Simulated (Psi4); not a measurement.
# DSD-PBEP86/def2-TZVPP (density fitting for correlation) run of SiH2Br− (SMILES [SiH2-]Br)

What is the vertical ionisation energy of SiH2Br− at DSD-PBEP86/def2-TZVPP (density fitting for correlation)? 

The calculation is run with Psi4 1.11.

1 further run of the same task is left out (set aside as unsound or not needed).

**1. The structure to begin with**

The species is SiH2Br− (4 atoms), meant as a singlet with charge -1. SMILES: `[SiH2-]Br`. Geometry: relaxed at GFN2-xTB.

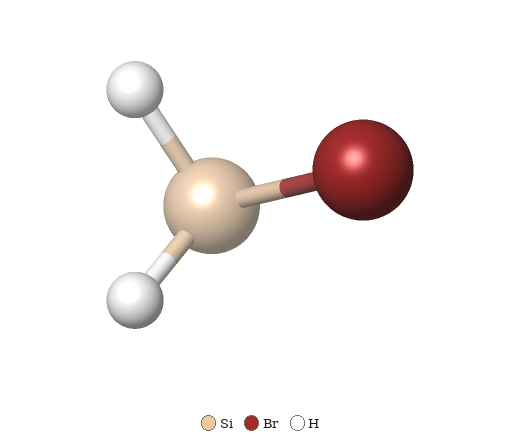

Viewed from a chosen angle; silicon light orange, bromine red, hydrogen white.

**2. The energy at DSD-PBEP86/def2-TZVPP (density fitting for correlation)**

Input file job.in:

```
memory 1.6 GB

molecule geom {
  -1 1
  Si    -0.191960    -0.343010    -0.619410
  Br     1.687710    -0.271360     0.911070
  H     -1.209900    -0.529990     0.461390
  H     -0.285850     1.144360    -0.753060
  symmetry c1
  no_reorient
  no_com
}

set {
  basis def2-TZVPP
  puream true
  e_convergence 1e-09
  d_convergence 1e-08
  scf_type pk
  dft_radial_points 99
  dft_spherical_points 590
  num_frozen_docc 14
}

energy('dsd-pbep86')
```

Started as:

```console
$ psi4 -i job.in -o job.out -n 1
```

job.out:

```text
[...]
  Running in c1 symmetry.
[...]
  Nuclear repulsion =  129.644243422419237
[...]
  Multiplicity = 1
[...]
  Nalpha       = 26
  Nbeta        = 26
[...]
    Number of basis functions: 118
[...]
   @RKS iter   1: -2863.27264986485125   -1.88296e+00   1.14164e-02 ADIIS/DIIS
[...]
   @RKS iter  11: -2863.56768902205204   -8.18545e-12   5.88971e-09 DIIS
[...]
    Orbital Energies [Eh]
    ---------------------
    Doubly Occupied:
       1A   -487.294259     2A    -67.630000     3A    -64.009496
       4A    -57.517146     5A    -57.516317     6A    -57.516232
       7A     -9.220525     8A     -6.903231     9A     -6.899876
      10A     -6.899556    11A     -5.617952    12A     -3.808237
      13A     -3.806321    14A     -3.804932    15A     -2.773171
      16A     -2.771934    17A     -2.771642    18A     -2.768126
      19A     -2.768120    20A     -0.705852    21A     -0.418041
      22A     -0.236278    23A     -0.216009    24A     -0.182312
      25A     -0.165750    26A     -0.064778
[...]
  @RKS Final Energy: -2863.56768902205204
   => Energetics <=
    Nuclear Repulsion Energy =            129.6442434224192368
    One-Electron Energy =               -4255.3483637670378812
    Two-Electron Energy =                1294.1966667975161727
    DFT Exchange-Correlation Energy =     -32.0602354749493159
    Empirical Dispersion Energy =           0.0000000000000000
    VV10 Nonlocal Energy =                  0.0000000000000000
    Total Energy =                      -2863.5676890220520363
[...]
 Multipole Moments:
 ------------------------------------------------------------------------------------
     Multipole            Electronic (a.u.)      Nuclear  (a.u.)        Total (a.u.)
 ------------------------------------------------------------------------------------
 L = 1.  Multiply by 2.5417464519 to convert [e a0] to [Debye]
 Dipole X            :       -104.8889884          103.7207553           -1.1682330
 Dipole Y            :         26.5072476          -25.8616012            0.6456464
 Dipole Z            :        -43.3195160           43.3201573            0.0006413
 Magnitude           :                                                    1.3347764
[...]
```

It took 9.9 s on 1 thread of AMD EPYC 9R45 (Zen 5), shared host; peak memory 0.72 GiB.

**3. Doublet neutral SiH2Br, same level**

Input file job.json:

```json
{
  "schema_name": "qcschema_input",
  "schema_version": 1,
  "molecule": {
    "schema_name": "qcschema_molecule",
    "schema_version": 2,
    "symbols": ["Si", "Br", "H", "H"],
    "geometry": [-0.36275183, -0.64819496, -1.17051526, 3.18930968, -0.51279608, 1.72167278, -2.28637964, -1.00153595, 0.87190074, -0.54017821, 2.16252699, -1.42307716],
    "molecular_charge": 0,
    "molecular_multiplicity": 2,
    "fix_symmetry": "c1",
    "fix_com": true,
    "fix_orientation": true
  },
  "driver": "energy",
  "model": {
    "method": "dsd-pbep86",
    "basis": "def2-TZVPP"
  },
  "keywords": {
    "reference": "uks",
    "puream": true,
    "e_convergence": 1e-09,
    "d_convergence": 1e-08,
    "scf_type": "pk",
    "dft_radial_points": 99,
    "dft_spherical_points": 590,
    "num_frozen_docc": 14,
    "maxiter": 200
  }
}
```

Started as:

```console
$ psi4 --qcschema job.json -n 1 --memory 1600MB
```

stdout:

```text
[...]
  Running in c1 symmetry.
[...]
  Nuclear repulsion =  129.644243351321478
[...]
  Multiplicity = 2
[...]
  Nalpha       = 26
  Nbeta        = 25
[...]
    Number of basis functions: 118
[...]
   @UKS iter   1: -2863.21890541026642   -1.82921e+00   1.12896e-02 ADIIS/DIIS
[...]
   @UKS iter  14: -2863.49745244304449   -1.40972e-11   9.24807e-09 DIIS
[...]
   @S^2 Observed:                7.556565331E-01
[...]
    Orbital Energies [Eh]
    ---------------------
    Alpha Occupied:
       1A   -487.501997     2A    -67.916486     3A    -64.216360
       4A    -57.724634     5A    -57.723140     6A    -57.722837
       7A     -9.427020     8A     -7.111090     9A     -7.105807
      10A     -7.104816    11A     -5.902250    12A     -4.096290
      13A     -4.090378    14A     -4.088528    15A     -2.980795
      16A     -2.979097    17A     -2.978334    18A     -2.972971
      19A     -2.972947    20A     -0.910472    21A     -0.671646
      22A     -0.469584    23A     -0.434189    24A     -0.396333
      25A     -0.365237    26A     -0.347618
    Alpha Virtual:
[...]
  @UKS Final Energy: -2863.49745244304449
   => Energetics <=
    Nuclear Repulsion Energy =            129.6442433513214780
    One-Electron Energy =               -4243.9180069780941267
    Two-Electron Energy =                1282.7597969923670007
    DFT Exchange-Correlation Energy =     -31.9834858086382035
    Empirical Dispersion Energy =           0.0000000000000000
    VV10 Nonlocal Energy =                  0.0000000000000000
    Total Energy =                      -2863.4974524430440397
[...]
 Multipole Moments:
 ------------------------------------------------------------------------------------
     Multipole            Electronic (a.u.)      Nuclear  (a.u.)        Total (a.u.)
 ------------------------------------------------------------------------------------
 L = 1.  Multiply by 2.5417464519 to convert [e a0] to [Debye]
 Dipole X            :       -104.5435769          103.7207553           -0.8228216
 Dipole Y            :         25.7181831          -25.8616012           -0.1434181
 Dipole Z            :        -44.1448536           43.3201572           -0.8246963
 Magnitude           :                                                    1.1737666
[...]
```

The result, in JSON:

```text
{
 "driver": "energy",
 "model": {
  "method": "dsd-pbep86",
  "basis": "def2-TZVPP"
 },
 "success": true,
 "return_result": -2863.696023469095,
 "properties": {
  "calcinfo_nbasis": 118,
  "calcinfo_nmo": 118,
  "calcinfo_nalpha": 26,
  "calcinfo_nbeta": 25,
  "calcinfo_natom": 4,
  "nuclear_repulsion_energy": 129.64424335132148,
  "return_energy": -2863.696023469095,
  "scf_one_electron_energy": -4243.918006978094,
  "scf_two_electron_energy": 1282.759796992367,
  "scf_xc_energy": -31.983485808638203,
  "scf_dipole_moment": [-0.8228215565470691, -0.14341806599418305, -0.8246963439187311],
  "scf_total_energy": -2863.4974524430445,
  "scf_iterations": 14
 }
}
```

It took 17 s on 1 thread of AMD EPYC 9R45 (Zen 5), shared host; peak memory 0.72 GiB.

**4. Results**

At DSD-PBEP86/def2-TZVPP (density fitting for correlation), 14 core orbitals frozen:

| quantity | value |
| --- | --- |
| singlet SiH2Br−: total energy | -2863.78204 Eh |
| singlet SiH2Br−: HOMO energy (SCF part's orbitals) | -1.76 eV |
| singlet SiH2Br−: LUMO energy (SCF part's orbitals) | 6.31 eV |
| singlet SiH2Br−: HOMO–LUMO gap (to an unbound level, set by the basis) | 8.08 eV |
| doublet neutral SiH2Br: total energy | -2863.69602 Eh |
| doublet neutral SiH2Br: HOMO energy (SCF part's orbitals) (highest over α and β) | -9.46 eV |
| doublet neutral SiH2Br: LUMO energy (SCF part's orbitals) (lowest over α and β) | -2.07 eV |
| doublet neutral SiH2Br: ⟨S²⟩ | 0.756 |
| vertical detachment energy (to the doublet neutral) | 2.341 eV |

In words: Removing an electron at fixed nuclei costs 2.34 eV (54 kcal/mol). −ε(HOMO) before ionisation, 1.76 eV, is 0.58 eV below this ionisation energy.
